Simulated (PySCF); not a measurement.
**EPR calculation, with input and output: C₃H₉O₂Si**

The run: EPR calculation of C₃H₉O₂Si, multiplicity 2. Method and program: UKS B3LYP, pcH-1 on C H O Si, non-relativistic, mean-field spin-orbit, GIAO (PySCF 2.14.0).

It belongs to a series of runs on one base structure; here: H added to sp2 C.

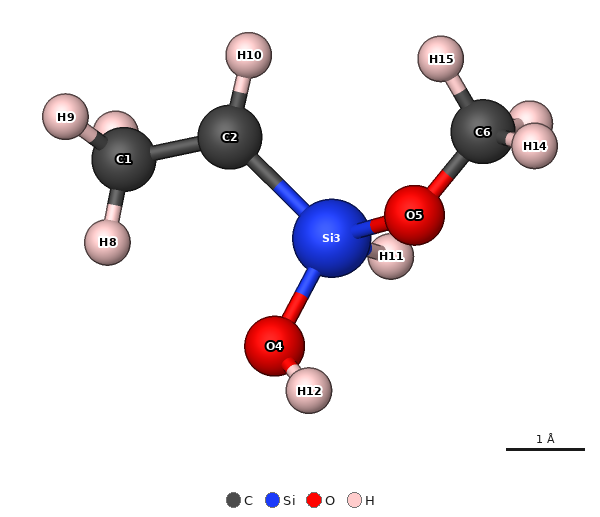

*The structure as given in the input (ball-and-stick view, seen at a tilt; atoms are numbered from 1 in the order of the input).*

**Results in brief**

```csv
quantity,value
outcome,converged
total energy,−559.738600 hartree
⟨S²⟩,0.753
isotropic g,2.0026
hardware,"1 CPU thread, shared host"
wall time,55 s
peak memory,0.87 GiB
```

**The input**
```
{"job": {"kind": "epr", "basis": "pcH-1"}, "charge": 0, "multiplicity": 2}
C     -2.523469     0.268584     0.059615
C     -1.080993     0.562949    -0.060604
Si     0.225648    -0.748441    -0.126186
O     -0.258121    -1.983914     0.812854
O      1.664625    -0.298041     0.504445
C      2.495710     0.722387     0.055891
H     -3.026933     0.405494    -0.903626
H     -2.681666    -0.754760     0.386675
H     -3.004901     0.956453     0.758588
H     -0.840920     1.597316    -0.269695
H      0.452302    -1.249594    -1.493210
H      0.397959    -2.454014     1.320307
H      2.699562     0.621102    -1.013127
H      3.435746     0.661618     0.606510
H      2.041037     1.700849     0.231090
```

The first line tells a small driver script what to run in PySCF; the rest is the geometry in Å.

Launched with:
```bash
OMP_NUM_THREADS=1 python <driver script> task.json out
```

**The program's output**
```
UKS, coarse grid
  cycle   1  E = -559.54290943  |g| = 7.51e-01
  cycle   2  E = -559.23176326  |g| = 1.19e+00
  cycle   3  E = -559.73533796  |g| = 8.60e-02
  cycle   4  E = -559.73759021  |g| = 4.63e-02
  cycle   5  E = -559.73858172  |g| = 9.68e-03
  cycle   6  E = -559.73861243  |g| = 4.94e-03
  cycle   7  E = -559.73862116  |g| = 1.13e-03
  cycle   8  E = -559.73862199  |g| = 3.96e-04
UKS, final grid
  cycle   1  E = -559.73860011  |g| = 3.59e-04
  cycle   2  E = -559.73860010  |g| = 4.29e-04
  cycle   3  E = -559.73860017  |g| = 5.97e-05
  cycle   4  E = -559.73860018  |g| = 1.91e-05
E = -559.73860018 Eh   <S^2> = 0.7533 (exact 0.7500)
g shifts (ppm)      1          2          3
  rmc          -128       -128       -128
  gc              2         26         27
  oz_so          -4        290        756
  total        -130        188        655
hyperfine (MHz)  atom isotope    a_iso     a_fc   dipolar eigenvalues
    0   13C     -30.43     -30.44     -3.10      0.97      2.13
    1   13C      85.95      86.07    -75.20    -74.37    149.57
    2  29Si      47.39      47.43     -2.66     -0.08      2.75
    3   17O      -3.33      -3.32     -2.46      0.98      1.48
    4   17O      -6.13      -6.13     -1.86      0.86      0.99
    5   13C      -0.21      -0.21     -0.40     -0.36      0.77
    6    1H     145.89     145.89     -5.71     -3.02      8.73
    7    1H       7.43       7.43     -4.59     -3.99      8.57
    8    1H      88.59      88.59     -5.21     -3.90      9.11
    9    1H     -54.99     -55.00    -35.74     -0.74     36.48
   10    1H      39.80      39.80     -3.97     -1.25      5.22
   11    1H      -1.34      -1.35     -1.90     -1.62      3.52
   12    1H      -0.04      -0.04     -1.21     -1.11      2.32
   13    1H       0.54       0.54     -0.79     -0.77      1.56
   14    1H       0.26       0.26     -1.93     -1.75      3.68
```

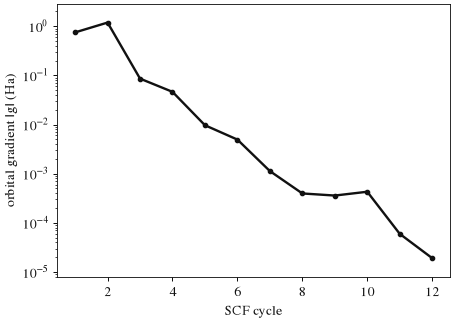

*Convergence of the self-consistent field: orbital gradient |g| against the SCF cycle.*

All cycles printed in the log are drawn one after another.

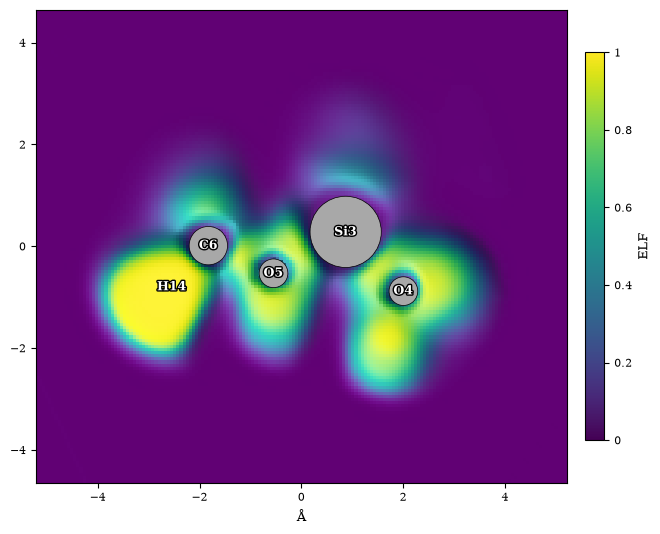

*ELF on the plane of atoms Si3, O5 and C6. Grey discs, where drawn, cover atomic cores.*

Si–O (1.63 Å): the ELF peaks at about 0.85 between the atoms (a shared but strongly polarised pair). C–H (1.09 Å): the ELF climbs to about 1 towards the hydrogen, as it does in any bond to H; a covalent bond by its length.

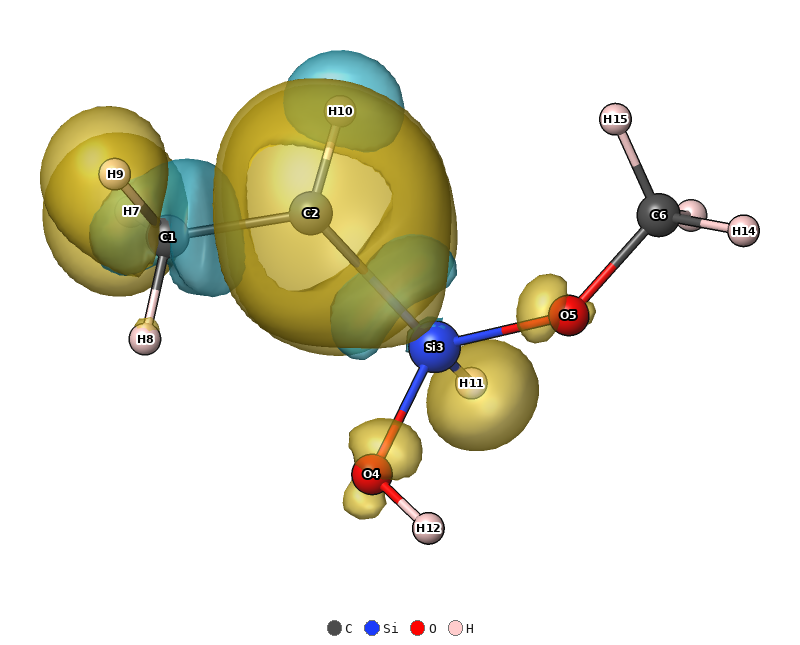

*Isosurfaces of the spin density at +0.006 (yellow) and −0.006 e/Å³ (cyan), seen face on.*

The unpaired spin (1 electron) lies mostly on C2 (about 0.7) and Si3 (about 0.1), in electrons by Hirshfeld's partition.
